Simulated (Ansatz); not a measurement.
# Geometry relaxation of AlH3O3

- system: AlH3O3
- method: RKS PBE0-D4/def2-TZVP (Ansatz 0.2.0)

Figures and captions count atoms from 1; the log counts them from 0 in places.

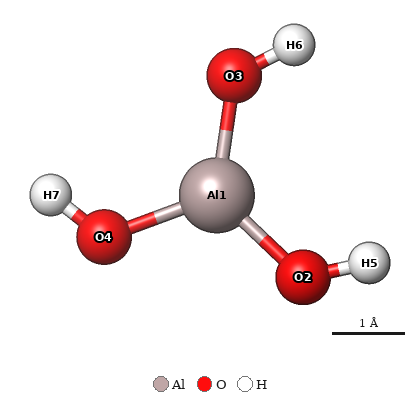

Fig. 1: The structure as given in the input (ball-and-stick view, seen on its broad side; atoms are numbered from 1 in the order of the input). Sticks mark near contacts.

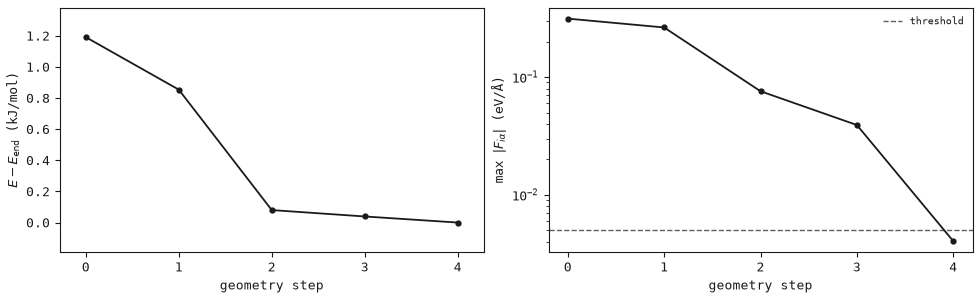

Fig. 2: Progress of the relaxation, step by step (the first geometry is step 0 here and step 1 in the log).

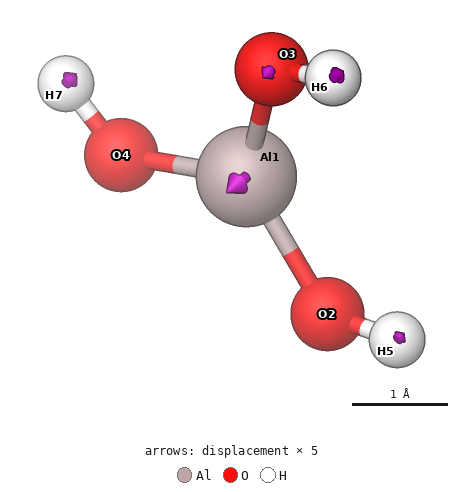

Fig. 3: The starting structure with the displacements as pink arrows, magnified 5 times (ball-and-stick view, seen at a tilt). The two geometries are laid on each other by the best rigid fit. After 4 geometry steps the energy has fallen by 1.19 kJ/mol. Largest force component: 0.31 eV/Å at the start, 0.004 eV/Å at the end. Al1 moves most after the best rigid fit: 0.069 Å. Largest moves by element: Al 0.069 Å, H 0.039 Å, O 0.031 Å. (Atoms are counted from 1 in the order of the input.)

The input that produced these results follows, with the program's output.

The input
```yaml
crystal:
  periodic: [false, false, false]
  atoms:
    - {symbol: Al, position_ang: [-0.000690, 0.479152, 0.132759]}
    - {symbol: O, position_ang: [0.326301, 1.036037, -1.429961]}
    - {symbol: O, position_ang: [-1.496542, -0.127629, 0.655020]}
    - {symbol: O, position_ang: [1.218537, 0.716084, 1.276196]}
    - {symbol: H, position_ang: [-0.292656, 1.005012, -2.155031]}
    - {symbol: H, position_ang: [-2.278552, -0.198103, 0.112773]}
    - {symbol: H, position_ang: [1.085659, 0.503760, 2.197947]}
basis:
  gaussian: {orbitals: def2-TZVP}
hamiltonian: {xc: pbe0, dispersion: d4}
relax: {f_tol: 0.005, max_steps: 200}
```

Command:
```bash
ansatz run in.yaml --threads 4 --pin off --events-out ev --progress --plain --max-ram 9574MiB
```

Output
```
Functional definition: PBE0
  name "PBE0"
  cite "Adamo & Barone, J. Chem. Phys. 110, 6158 (1999) doi:10.1063/1.478522"
  cite "Perdew, Burke & Ernzerhof, Phys. Rev. Lett. 77, 3865 (1996) doi:10.1103/PhysRevLett.77.3865"
  parent pbe
  parameter a = 0.25
  parameter kappa = 0.804
  parameter beta = 0.06672455060314922
  exchange = (1 - a)*pbe_x(kappa = kappa, mu = beta*pi^2/3) + a*exact_x
  correlation = pbe_c(beta = beta)
864 factors; their error is unknown
mean field evaluation 1: about -12770.6630 eV, gradient 9.5e1 eV
mean field evaluation 2: about -12745.2590 eV, gradient 1.5e2 eV
mean field evaluation 4: about -12784.8175 eV, gradient 4.3e0 eV
mean field evaluation 8: about -12784.8459 eV, gradient 4.2e-2 eV
mean field evaluation 16: about -12784.8719 eV, gradient 5.3e-5 eV
mean field -12784.87186669 eV, -469.8353752033 hartree, gradient 5.3e-5 eV, S^2 0.000000; 0 other end points of the search recorded, 0 dependent functions left out
the calculation of the forces begins
reference -12784.87189610 eV, -469.8353762842 hartree; 20, 20 occupied and 128, 128 virtual orbitals, 864 factors
relax step   1: F+E_penalty+E_count = -12784.95705726 eV  Δ(F+E_penalty+E_count) = +0.000e0 eV  max|allowed force component| = 3.141e-1 eV/Å  Δτ_max = 0.0000 Å  (26 SCF iters, accepted)
these checks for a lower state are left out or cut short: starts, cluster_reference, orbital_swaps, neighbouring_geometries, increment
864 factors; their error is unknown
mean field -12784.87541521 eV, -469.8355056090 hartree, gradient 1.5e-5 eV, S^2 0.000000; 0 other end points of the search recorded, 0 dependent functions left out
the calculation of the forces begins
reference -12784.87544468 eV, -469.8355066921 hartree; 20, 20 occupied and 128, 128 virtual orbitals, 864 factors
relax step   2: F+E_penalty+E_count = -12784.96055207 eV  Δ(F+E_penalty+E_count) = -3.495e-3 eV  max|allowed force component| = 2.642e-1 eV/Å  Δτ_max = 0.1138 Å  (28 SCF iters, accepted)
these checks for a lower state are left out or cut short: starts, cluster_reference, orbital_swaps, neighbouring_geometries, increment
864 factors; their error is unknown
mean field -12784.88340921 eV, -469.8357993832 hartree, gradient 1.3e-5 eV, S^2 0.000000; 0 other end points of the search recorded, 0 dependent functions left out
the calculation of the forces begins
reference -12784.88343865 eV, -469.8358004652 hartree; 20, 20 occupied and 128, 128 virtual orbitals, 864 factors
relax step   3: F+E_penalty+E_count = -12784.96857261 eV  Δ(F+E_penalty+E_count) = -8.021e-3 eV  max|allowed force component| = 7.584e-2 eV/Å  Δτ_max = 0.0492 Å  (30 SCF iters, accepted)
these checks for a lower state are left out or cut short: starts, cluster_reference, orbital_swaps, neighbouring_geometries, increment
864 factors; their error is unknown
mean field evaluation 32: about -12784.8582 eV, gradient 1.8e-4 eV
mean field -12784.88379977 eV, -469.8358137362 hartree, gradient 1.3e-5 eV, S^2 0.000000; 0 other end points of the search recorded, 0 dependent functions left out
the calculation of the forces begins
reference -12784.88382920 eV, -469.8358148178 hartree; 20, 20 occupied and 128, 128 virtual orbitals, 864 factors
relax step   4: F+E_penalty+E_count = -12784.96899773 eV  Δ(F+E_penalty+E_count) = -4.251e-4 eV  max|allowed force component| = 3.916e-2 eV/Å  Δτ_max = 0.0028 Å  (32 SCF iters, accepted)
these checks for a lower state are left out or cut short: starts, cluster_reference, orbital_swaps, neighbouring_geometries, increment
864 factors; their error is unknown
mean field -12784.88416344 eV, -469.8358271006 hartree, gradient 1.2e-5 eV, S^2 0.000000; 0 other end points of the search recorded, 0 dependent functions left out
the calculation of the forces begins
reference -12784.88419286 eV, -469.8358281817 hartree; 20, 20 occupied and 128, 128 virtual orbitals, 864 factors
relax step   5: F+E_penalty+E_count = -12784.96940353 eV  Δ(F+E_penalty+E_count) = -4.058e-4 eV  max|allowed force component| = 4.038e-3 eV/Å  Δτ_max = 0.0180 Å  (30 SCF iters, accepted)
864 factors; their error is unknown
mean field evaluation 64: about -12784.8842 eV, gradient 4.3e-3 eV
mean field -12784.88416344 eV, -469.8358271006 hartree, gradient 1.2e-5 eV, S^2 0.000000; 1 other end points of the search recorded, 0 dependent functions left out
the calculation of the forces begins
reference -12784.88419286 eV, -469.8358281817 hartree; 20, 20 occupied and 128, 128 virtual orbitals, 864 factors
Total energy: -12784.96943295 eV, -469.8389606973 hartree
Atom 0 at    -0.020965     0.543736     0.147306 Å, force    -0.004038    -0.000900     0.000593 eV/Å
Atom 1 at     0.324677     1.032498    -1.430668 Å, force     0.001716    -0.000667     0.001751 eV/Å
Atom 2 at    -1.501371    -0.097105     0.660006 Å, force     0.002981     0.002578     0.000750 eV/Å
Atom 3 at     1.217317     0.717369     1.277777 Å, force     0.001619     0.001418     0.000221 eV/Å
Atom 4 at    -0.289192     0.981265    -2.159065 Å, force    -0.000656     0.000215    -0.000582 eV/Å
Atom 5 at    -2.264397    -0.230198     0.102621 Å, force    -0.000824    -0.001465    -0.001100 eV/Å
Atom 6 at     1.095987     0.466748     2.191726 Å, force    -0.000798    -0.001179    -0.001633 eV/Å
Dipole moment:    -0.513149    -0.144504    -0.148022 e Å
```

Trajectory as extended XYZ (Å, eV, eV/Å), 5 frames, from step=1 to step=5
```
7
Properties=species:S:1:pos:R:3:forces:R:3 step=1 energy=-12784.95706
Al   -0.0007    0.4792    0.1328   -0.1319   0.3141   0.0730
O     0.3263    1.0360   -1.4300    0.0162  -0.1147   0.0647
O    -1.4965   -0.1276    0.6550    0.1295  -0.0308  -0.0394
O     1.2185    0.7161    1.2762   -0.0135  -0.1001  -0.0795
H    -0.2927    1.0050   -2.1550   -0.0041  -0.0207  -0.0101
H    -2.2786   -0.1981    0.1128    0.0058  -0.0239  -0.0166
H     1.0857    0.5038    2.1979   -0.0020  -0.0239   0.0077
7
Properties=species:S:1:pos:R:3:forces:R:3 step=2 energy=-12784.96055
Al   -0.0381    0.5838    0.1575    0.1242  -0.2642  -0.0639
O     0.3259    1.0380   -1.4325   -0.0866   0.0350   0.1202
O    -1.5027   -0.1133    0.6582    0.0370   0.1349  -0.0477
O     1.2232    0.7098    1.2772   -0.1480   0.0657  -0.0468
H    -0.2789    0.9665   -2.1681    0.0219   0.0081   0.0525
H    -2.2728   -0.2303    0.1047    0.0596   0.0125   0.0313
H     1.1055    0.4599    2.1927   -0.0082   0.0079  -0.0456
7
Properties=species:S:1:pos:R:3:forces:R:3 step=3 energy=-12784.96857
Al   -0.0217    0.5387    0.1468    0.0147  -0.0058  -0.0010
O     0.3256    1.0371   -1.4313   -0.0306  -0.0232   0.0758
O    -1.4999   -0.1172    0.6571    0.0650   0.0513  -0.0280
O     1.2208    0.7134    1.2772   -0.0693  -0.0044  -0.0513
H    -0.2856    0.9824   -2.1621    0.0057  -0.0038   0.0138
H    -2.2738   -0.2173    0.1073    0.0179  -0.0069   0.0023
H     1.0967    0.4773    2.1948   -0.0033  -0.0071  -0.0115
7
Properties=species:S:1:pos:R:3:forces:R:3 step=4 energy=-12784.96900
Al   -0.0210    0.5382    0.1466    0.0105   0.0024   0.0007
O     0.3249    1.0367   -1.4301   -0.0172  -0.0133   0.0392
O    -1.4986   -0.1146    0.6571    0.0337   0.0316  -0.0135
O     1.2196    0.7141    1.2766   -0.0354  -0.0024  -0.0252
H    -0.2868    0.9815   -2.1602    0.0021  -0.0024   0.0037
H    -2.2713   -0.2175    0.1063    0.0070  -0.0090  -0.0006
H     1.0953    0.4760    2.1935   -0.0007  -0.0069  -0.0043
7
Properties=species:S:1:pos:R:3:forces:R:3 step=5 energy=-12784.96940
Al   -0.0210    0.5437    0.1473   -0.0040  -0.0009   0.0006
O     0.3247    1.0325   -1.4307    0.0017  -0.0007   0.0018
O    -1.5014   -0.0971    0.6600    0.0030   0.0026   0.0008
O     1.2173    0.7174    1.2778    0.0016   0.0014   0.0002
H    -0.2892    0.9813   -2.1591   -0.0007   0.0002  -0.0006
H    -2.2644   -0.2302    0.1026   -0.0008  -0.0015  -0.0011
H     1.0960    0.4667    2.1917   -0.0008  -0.0012  -0.0016
```

Summary

- outcome: converged
- total energy: −12784.9694 eV
- mean-field energy: −12784.8842 eV
- dispersion energy: −0.0852 eV
- SCF solution under orbital rotations: stable
- largest force (length of the vector) at the end: 0.004 eV/Å
- dipole moment: 2.66 D
- hardware: 4 threads of Arm Neoverse V1, 23 GiB of memory available, shared host
- wall time: 8 s (CPU time 29 s)
- peak memory: 0.45 GiB
